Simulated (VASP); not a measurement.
Band structure of YB2Ir3 (space group P6/mmm). Method: PBEsol GGA, VASP's PBE PAW potentials (set 64) (plane waves; VASP).

Unless said otherwise, spin-orbit coupling is left out, though it shifts the bands of the heavy elements here.

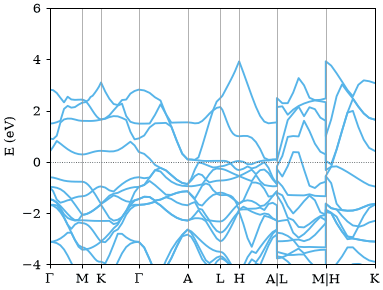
Figure. Bands along high-symmetry lines, zero at the valence-band maximum or, without a gap, the Fermi level

### Question
Read the plot: is there a gap, and where are the band edges?

### Answer
It has no gap at this level: it comes out as a metal or semimetal. (Edges off the drawn lines would not show.)

The structure comes from a computed database's YB2Ir3 entry (P6/mmm); how it stands against other phases isn't given here. It was relaxed first.
